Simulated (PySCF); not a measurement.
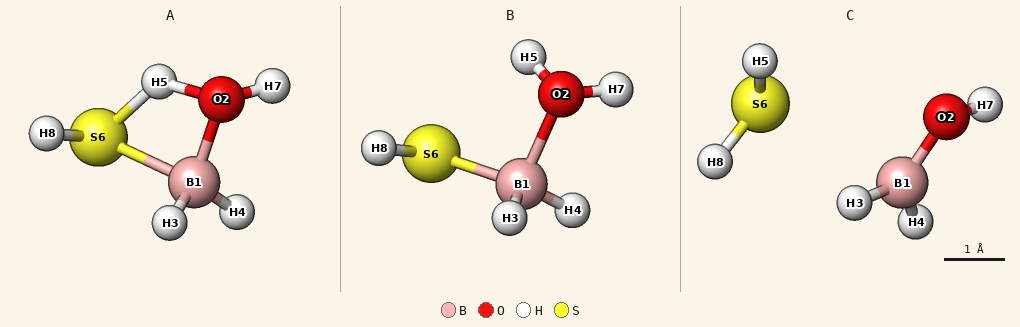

Three geometries of BH5SO: a saddle point and the two minima that it joins, in shuffled order. Style: ball-and-stick. Shown face on. Sticks join atoms that are closer than about 1.2 times the sum of their covalent radii (a little more with hydrogen).

Stationary points at PBE0-D4/def2-TZVP, single-point energies with CCSD(T)/CBS, wB97M-V, B3LYP-D4 (def2-TZVPP where no basis is named; PySCF 2.14.0). The energies are electronic, without zero-point or thermal terms, and both ends are the minima reached downhill from the saddle, with any fragments still in contact. CCSD(T)/CBS stands for a frozen-core estimate: MP2 correlation extrapolated from def2-TZVPP and def2-QZVPP, CCSD(T) minus MP2 from the smaller set.

> Which frame is the transition state, what reaction does it lead through, and what barrier is to be expected?

Frame A is the saddle point. Counted by bonded pieces, C holds BH₃O + H₂S and B holds BH₃S + H₂O. From C over the saddle to B, bonds form: B1–S6 (3.06 → 2.05 → 1.87 Å), O2–H5 (3.30 → 1.35 → 0.97 Å). Bonds break: B1–O2 (1.35 → 1.52 → 1.72 Å), H5–S6 (1.34 → 1.54 → 2.48 Å). The saddle has one imaginary mode, 1114i cm⁻¹. With CCSD(T)/CBS the barrier is 22.5 kcal/mol from C and 16.7 kcal/mol from B, and B lies 5.7 kcal/mol above C.

```
      level  barrier from C (kcal/mol)  barrier from B (kcal/mol)  B less C (kcal/mol)
CCSD(T)/CBS                       22.5                       16.7                  5.7
    wB97M-V                       22.5                       16.3                  6.1
   B3LYP-D4                       23.3                       14.9                  8.4
```

Against CCSD(T)/CBS, wB97M-V comes closest on the barrier from C (+0.0 kcal/mol) and B3LYP-D4 misses most (+0.8 kcal/mol).

Limits of the set-up: the start holds two separate molecules, 3.0 Å apart at their closest, whose relative position is a soft coordinate.
